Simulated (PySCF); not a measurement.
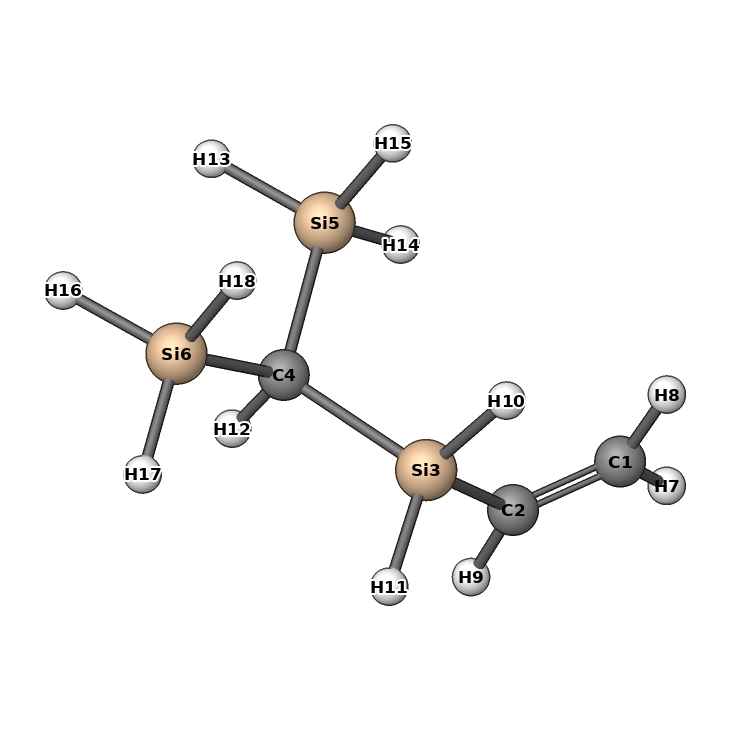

The questions are on isotropic NMR shieldings of the C atoms. Geometry: an end point of a reaction path computed with GFN2-xTB. Level of theory: GIAO PBE0/pcSseg-1 NMR shielding, non-relativistic, gas phase (PySCF 2.14.0).

List the isotropic NMR shieldings of the C atoms.

```csv
atom,σ (ppm)
C1,42.7
C2,45.9
C4,205.2
```
